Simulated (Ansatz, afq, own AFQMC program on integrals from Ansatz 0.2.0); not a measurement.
# HBr (singlet): quantum Monte Carlo beside coupled cluster at distance Br1–H2 = 1.115 Å, cc-pVDZ, part 2 of 2

Ansatz 0.2.0, Gaussian basis, and an in-house AFQMC program (afq) on its integrals; all values are calculated; cc-pVDZ, frozen cores. The steps go on from the part before.

### Step 10. Full CI

Contents of in.yaml:

```yaml
hamiltonian:
  integrals:
    folder: ../ham
correlation: {method: fci}
```

Launch:

```sh
$ ansatz run in.yaml --threads 1 --pin off --events-out ev --progress --plain --max-ram 24576MiB --backend cuda --devices 0, --max-vram 18GiB
```

Output:

```text
Functional definition: HF
  name "HF"
  cite "Fock, Z. Phys. 61, 126 (1930) doi:10.1007/BF01340294"
  parent pbe
  exchange = exact_x
  correlation = 0
reference -70011.91644481 eV, -2572.8904735655 hartree; 4, 4 occupied and 14, 14 virtual orbitals, 359 factors
state -70015.72903886 eV, -2573.0305838123 hartree
Total energy: -70015.72903886 eV, -2573.0305838123 hartree
```

Run time: 7.5 s. Hardware: 1 × NVIDIA H100 80GB HBM3 with 1 thread of AMD EPYC 7R13 (Zen 3), shared host; peak host memory 1.6 GiB.

From the report: 2,342,800 determinants.

### Step 11. CCSDT(Q) on RHF

Contents of in.yaml:

```yaml
crystal:
  periodic: [false, false, false]
  atoms:
    - {symbol: Br, position_ang: [0.000000, 0.000000, 0.000000]}
    - {symbol: H, position_ang: [0.000000, 0.000000, 1.115000]}
basis:
  gaussian: {orbitals: cc-pVDZ}
magnetization: {spin_polarized: false}
correlation: {method: ccsdt_q, electrons: outside_noble_gas}
```

The command is unchanged.

Output (excerpt; [...] marks lines left out):

```text
Functional definition: HF
  name "HF"
  cite "Fock, Z. Phys. 61, 126 (1930) doi:10.1007/BF01340294"
  parent pbe
[...]
582 factors; integrals over basis functions are off by at most 1.8e-7 eV
[...]
mean field -70011.91649576 eV, -2572.8904754378 hartree, gradient 9.0e-6 eV, S^2 0.000000; 0 other end points of the search recorded, 0 dependent functions left out
14 core orbitals not correlated: weight in the atoms' cores, before any rotation towards them, 1.000 or more for the frozen orbitals, at most 0.000 for the correlated occupied ones
reference -70011.91649576 eV, -2572.8904754378 hartree; 4, 4 occupied and 14, 14 virtual orbitals, 582 factors
second order -3.36069081 eV of doubles, -0.00000000 eV of singles
cycle   1  -3.67907928 eV  change   -3.2e-1 eV  update   3.5e-2
[...]
cycle   9  -3.80712703 eV  change    6.3e-8 eV  update   2.5e-7
perturbative correction -0.00497526 eV, -0.0001828374 hartree
Total energy: -70015.72859805 eV, -2573.0305676128 hartree
```

Wall time 7 s (1 × NVIDIA H100 80GB HBM3 with 1 thread of AMD EPYC 7R13 (Zen 3), shared host); peak host memory 1.6 GiB.

From the report: correlation -3.8121 eV; T1 0.004; largest double amplitude 0.04.

### Step 12. CCSDTQ on RHF

in.yaml, as its differences from that of step 11:

```diff
@@ -8,2 +8,2 @@
 magnetization: {spin_polarized: false}
-correlation: {method: ccsdt_q, electrons: outside_noble_gas}
+correlation: {method: ccsdtq, electrons: outside_noble_gas}
```

Same command.

Output (excerpt; [...] marks lines left out):

```text
Functional definition: HF
  name "HF"
  cite "Fock, Z. Phys. 61, 126 (1930) doi:10.1007/BF01340294"
  parent pbe
[...]
582 factors; integrals over basis functions are off by at most 1.8e-7 eV
[...]
mean field -70011.91649576 eV, -2572.8904754378 hartree, gradient 9.0e-6 eV, S^2 0.000000; 0 other end points of the search recorded, 0 dependent functions left out
14 core orbitals not correlated: weight in the atoms' cores, before any rotation towards them, 1.000 or more for the frozen orbitals, at most 0.000 for the correlated occupied ones
reference -70011.91649576 eV, -2572.8904754378 hartree; 4, 4 occupied and 14, 14 virtual orbitals, 582 factors
second order -3.36069081 eV of doubles, -0.00000000 eV of singles
cycle   1  -3.67907995 eV  change   -3.2e-1 eV  update   3.5e-2
[...]
cycle  10  -3.81243392 eV  change    3.4e-7 eV  update   1.5e-7
Total energy: -70015.72892968 eV, -2573.0305798003 hartree
```

Run time: 8.5 s. Hardware: 1 × NVIDIA H100 80GB HBM3 with 1 thread of AMD EPYC 7R13 (Zen 3), shared host; peak host memory 1.6 GiB.

From the report: correlation -3.8124 eV; T1 0.004; largest double amplitude 0.04.

### Step 13. Phaseless AFQMC, CISD trial on RHF

It reads the integrals that the CCSD(T) run on this determinant wrote.

Launch:

```sh
$ afq ham --method phaseless --trial cisd --walkers 4000 --populations 20 --least-time 60 --time-step 0.005 --steps-per-block 50 --equilibration-blocks 28 --max-blocks 4000 --target-error 0.00017 --factor-cut 1e-05 --seed 3215 --release-times 0.24,0.51,0.99,1.62,2.4 --release-step 0.03 --release-every 3 --taylor-order 6
```

Output:

```text
orbitals 18  electrons 4 4  factors 126 of 359
reference energy -2572.89047357 Eh
CCSD correlation -0.13792613 Eh in 6 cycles, weight of the determinant in the CISD state 0.9426
energy of the start -2573.028404 Eh
 block  time / (1/Eh)  mean weight  energy / Eh
     1     0.250  1.0000  -2573.027556
     2     0.500  1.0001  -2573.028183
     3     0.750  1.0000  -2573.028960
     4     1.000  1.0000  -2573.029486
     5     1.250  1.0000  -2573.029840
     6     1.500  1.0000  -2573.030165
     7     1.750  0.9998  -2573.030327
     8     2.000  0.9999  -2573.030539
     9     2.250  0.9998  -2573.030581
    10     2.500  1.0003  -2573.030613
    11     2.750  1.0000  -2573.030716
    12     3.000  1.0000  -2573.030632
    13     3.250  1.0000  -2573.030897
    14     3.500  1.0000  -2573.030771
    15     3.750  1.0001  -2573.030707
    16     4.000  1.0001  -2573.030694
    17     4.250  1.0003  -2573.030520
    18     4.500  0.9999  -2573.030376
    19     4.750  1.0001  -2573.030443
    20     5.000  1.0000  -2573.030600
    21     5.250  1.0002  -2573.030602
    22     5.500  1.0000  -2573.030534
    23     5.750  0.9999  -2573.030442
    24     6.000  1.0001  -2573.030345
    25     6.250  0.9999  -2573.030493
    26     6.500  1.0000  -2573.030565
    27     6.750  1.0000  -2573.030472
    28     7.000  1.0001  -2573.030516
    29     7.250  1.0003  -2573.030417
    30     7.500  1.0002  -2573.030464
    31     7.750  1.0000  -2573.030421
    32     8.000  1.0000  -2573.030718
    33     8.250  1.0000  -2573.030488
    34     8.500  0.9999  -2573.030463
    35     8.750  0.9999  -2573.030544
    36     9.000  1.0000  -2573.030621
    37     9.250  0.9999  -2573.030475
    38     9.500  1.0002  -2573.030405
    39     9.750  1.0000  -2573.030483
    40    10.000  1.0000  -2573.030543
    41    10.250  1.0000  -2573.030401
    42    10.500  1.0002  -2573.030350
    43    10.750  0.9998  -2573.030574
    44    11.000  1.0000  -2573.030676
    45    11.250  0.9998  -2573.030388
    46    11.500  1.0000  -2573.030642
    47    11.750  1.0001  -2573.030679
    48    12.000  0.9998  -2573.030472
    49    12.250  0.9999  -2573.030377
    50    12.500  1.0000  -2573.030508
    51    12.750  1.0000  -2573.030725
    52    13.000  0.9998  -2573.030518
    53    13.250  1.0000  -2573.030308
    54    13.500  0.9999  -2573.030414
    55    13.750  1.0000  -2573.030531
    56    14.000  1.0000  -2573.030514
    57    14.250  1.0002  -2573.030458
    58    14.500  0.9999  -2573.030632
    59    14.750  1.0000  -2573.030933
    60    15.000  0.9997  -2573.030577
    61    15.250  1.0002  -2573.030487
    62    15.500  1.0001  -2573.030301
    63    15.750  1.0002  -2573.030377
    64    16.000  1.0001  -2573.030520
    65    16.250  0.9999  -2573.030700
    66    16.500  1.0000  -2573.030701
    67    16.750  1.0001  -2573.030675
    68    17.000  1.0001  -2573.030654
    69    17.250  0.9999  -2573.030799
    70    17.500  1.0001  -2573.030701
    71    17.750  1.0001  -2573.030613
    72    18.000  1.0000  -2573.030629
    73    18.250  0.9999  -2573.030826
    74    18.500  1.0000  -2573.030508
    75    18.750  1.0001  -2573.030517
    76    19.000  1.0003  -2573.030463
    77    19.250  0.9998  -2573.030597
    78    19.500  1.0000  -2573.030547
error from the spread of 20 populations
released: time / (1/Eh)  energy / Eh  error  mean overlap
  0.24  -2573.030583  0.000030  0.9987
  0.51  -2573.030603  0.000024  0.9987
  0.99  -2573.030639  0.000023  0.9956
  1.62  -2573.030595  0.000020  0.9953
  2.40  -2573.030628  0.000031  0.9907
energy -2573.030547 +/- 0.000037 Eh
```

Run time: 13 s. Hardware: 1 × NVIDIA H100 80GB HBM3 with 2 threads of AMD EPYC 7R13 (Zen 3), shared host; peak host memory 1.6 GiB.

Energy -70015.7280 ± 0.0010 eV. Caveats: constraint bias not in the error.

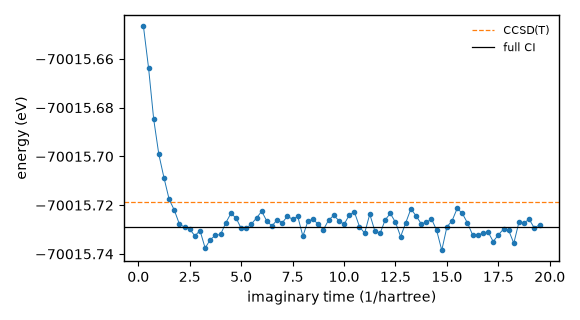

Block energies along the walk.

### Step 14. Free-projection AFQMC, CID trial on RHF (settings varied)

It reads the integrals that the CCSD(T) run on this determinant wrote.

Launch:

```sh
$ afq ham --method free --trial cid --walkers 20 --time-step 0.02 --max-blocks 30 --target-error 0.00068 --factor-cut 0.0001 --seed 7896 --times 0.0,0.2,0.4,0.8,1.2 --taylor-order 4
```

Output:

```text
orbitals 18  electrons 4 4  factors 102 of 359
reference energy -2572.89047357 Eh
CCSD correlation -0.13792415 Eh in 6 cycles, weight of the determinant in the CISD state 0.9426
repeat  energy at the last time / Eh  error
    10  -2573.030512  0.000361
    20  -2573.030340  0.000234
    30  -2573.030482  0.000182
time / (1/Eh)  energy / Eh  error  mean overlap
  0.00  -2573.028575  0.000281  1.0627
  0.20  -2573.029696  0.000240  1.0586
  0.40  -2573.030281  0.000236  1.0427
  0.80  -2573.030610  0.000229  1.0404
  1.20  -2573.030482  0.000182  1.0411
energy -2573.030482 +/- 0.000182 Eh
```

Wall time 2.1 s (1 × NVIDIA H100 80GB HBM3 with 2 threads of AMD EPYC 7R13 (Zen 3), shared host); peak host memory 1.6 GiB.

Energy -70015.7263 ± 0.0050 eV. Caveats: remainder of the start not in the error.

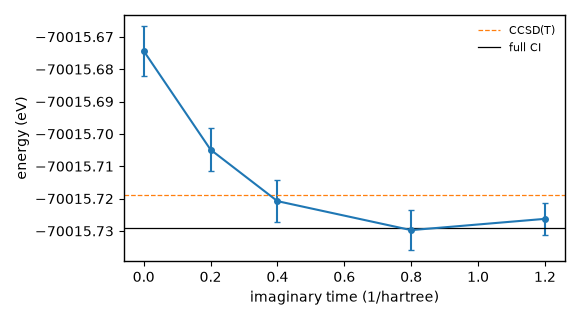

Energy against projection time, with error bars.

### Step 15. Free-projection AFQMC, first-order trial on RHF (settings varied)

It reads the integrals that the CCSD(T) run on this determinant wrote.

Launch:

```sh
$ afq ham --method free --trial mp1 --walkers 200 --time-step 0.05 --max-blocks 120 --target-error 0.00068 --factor-cut 1e-05 --seed 9637 --times 0.0,0.5,1.0,2.0,3.0,4.0 --taylor-order 8
```

Output:

```text
orbitals 18  electrons 4 4  factors 126 of 359
reference energy -2572.89047357 Eh
CCSD correlation -0.13792613 Eh in 6 cycles, weight of the determinant in the CISD state 0.9426
repeat  energy at the last time / Eh  error
    10  -2573.030080  0.000212
    20  -2573.030436  0.000189
    30  -2573.030401  0.000173
time / (1/Eh)  energy / Eh  error  mean overlap
  0.00  -2573.028240  0.000155  1.0531
  0.50  -2573.029896  0.000157  1.0614
  1.00  -2573.030376  0.000117  1.0702
  2.00  -2573.030801  0.000180  1.0626
  3.00  -2573.030671  0.000201  1.0780
  4.00  -2573.030379  0.000168  1.0881
energy -2573.030379 +/- 0.000168 Eh
```

Run time: 3.4 s. Hardware: 1 × NVIDIA H100 80GB HBM3 with 2 threads of AMD EPYC 7R13 (Zen 3), shared host; peak host memory 1.6 GiB.

Energy -70015.7235 ± 0.0046 eV. The run doesn't count as converged. Caveats: remainder of the start not in the error; start not forgotten.

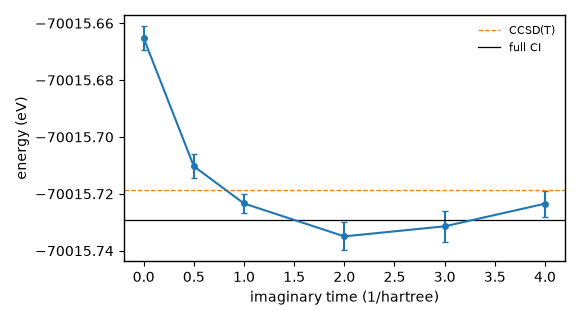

Energy against projection time, with error bars.

### Step 16. UHF

Contents of in.yaml:

```yaml
crystal:
  periodic: [false, false, false]
  atoms:
    - {symbol: Br, position_ang: [0.000000, 0.000000, 0.000000]}
    - {symbol: H, position_ang: [0.000000, 0.000000, 1.115000]}
basis:
  gaussian: {orbitals: cc-pVDZ}
magnetization: {spin_polarized: true, initial_magnetization: 0}
hamiltonian: {xc: hf}
output: {orbitals: {seedname: orbitals}}
```

Launch:

```sh
$ ansatz run in.yaml --threads 1 --pin off --events-out ev --progress --plain --max-ram 24576MiB --backend cuda --devices 0, --max-vram 18GiB
```

Output:

```text
Functional definition: HF
  name "HF"
  cite "Fock, Z. Phys. 61, 126 (1930) doi:10.1007/BF01340294"
  parent pbe
  exchange = exact_x
  correlation = 0
359 factors; integrals over basis functions are off by at most 4.8e-4 eV
mean field evaluation 1: about -70011.6070 eV, gradient 6.4e0 eV
mean field evaluation 2: about -70011.6077 eV, gradient 6.4e0 eV
mean field evaluation 4: about -70011.9131 eV, gradient 5.5e-1 eV
mean field evaluation 8: about -70011.9164 eV, gradient 1.2e-5 eV
mean field -70011.91644481 eV, -2572.8904735655 hartree, gradient 1.3e-5 eV, S^2 0.000000; 0 other end points of the search recorded, 0 dependent functions left out
reference -70011.91644481 eV, -2572.8904735655 hartree; 18, 18 occupied and 14, 14 virtual orbitals, 359 factors
Total energy: -70011.91644481 eV, -2572.8904735655 hartree
```

It took 5.5 s on 1 × NVIDIA H100 80GB HBM3 with 1 thread of AMD EPYC 7R13 (Zen 3), shared host; peak host memory 1.6 GiB.

From the report: ⟨S²⟩ of the determinant 0.000 (pure singlet: 0.00).

### Step 17. AFQMC on the ladder

On the RHF determinant, counted from full CI (exact for this spin and basis):

```tsv
level	energy (eV)	from full CI (kcal/mol)	statistical error (kcal/mol)	time
HF	-70011.9164	+87.92		
MP2	-70015.2771	+10.42		
CCSD	-70015.6696	+1.37		
CCSD(T)	-70015.7188	+0.24		
CCSDT(Q)	-70015.7286	+0.01		
CCSDTQ	-70015.7289	0.00		
full CI	-70015.7291	0.00		
Phaseless AFQMC, CISD trial, step 0.005, 4000 walkers	-70015.7280	+0.02	0.02	13 s
Free-projection AFQMC, CID trial, step 0.02, 20 walkers	-70015.7263	+0.07	0.11	2.1 s
```

The functionals' totals stand on their own zeros and serve differences with other points: PBE -70048.970 eV; r2SCAN -70059.242 eV; PBE0 -70051.543 eV; B3LYP -70060.469 eV; wB97M-V -70055.622 eV; B2PLYP -70047.831 eV.

### Step 18. Outcome

This closing draws on all 2 parts.

| quantity | value |
| --- | --- |
| CCSD(T) on RHF from full CI | +0.24 kcal/mol |
| Phaseless AFQMC, CISD trial on RHF from full CI | +0.02 ± 0.02 kcal/mol |

In words: On RHF the phaseless walk with the CISD trial lies +0.02 kcal/mol from full CI, within three error bars. Error bars are statistical and leave out the constraint, the time step and what remains of the start.
